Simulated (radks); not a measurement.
# Si in [Ne] 3s2 4f2: an all-electron calculation

Wanted: eigenvalues, radial structure and energy terms of neutral silicon.

Method: Dirac Kohn-Sham, LDA (Slater exchange, Perdew-Wang correlation), spin-unpolarised, spherical densities, point nucleus; open shells are shared between the two j in proportion to 2j + 1. Code: radks (a radial shooting solver on a logarithmic mesh, Libxc functionals) version 1.

## Step 1: The system

- element: silicon (Z = 14)
- charge: 0
- electrons: 14
- configuration: [Ne] 3s2 4f2

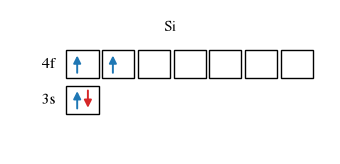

Outer shells as boxes.

## Step 2: Self-consistent calculation

The run's settings:

```text
Z 14
configuration [Ne] 3s2 4f2 3p0 4s0 3d0 5f0
relativity Dirac
functional lda,pw
spin unpolarised
j_filling average
nucleus point
c 137.035999084
```

What does the calculation give?

As calculated:

```
                        quantity                   value
                    total energy      -288.12692 hartree
exchange-correlation share of it                  6.66 %
                            −T/E                  1.0020
          highest occupied level        4f7/2, -0.633 eV
    most extended occupied level  4f7/2, <r> = 10.7 bohr
 radius at density 0.001 e/bohr³               3.50 bohr
    maxima of the radial density                       3
```

**Reading.** The radial density shows 3 maxima for 4 occupied principal shells; where shells overlap, one shows as a shoulder or not at all. −T/E is 1.002: with relativity the kinetic term as defined here no longer equals −E. This is not the tabulated ground configuration, so its levels and sizes aren't those of the ground state, and no measured value stands beside it.
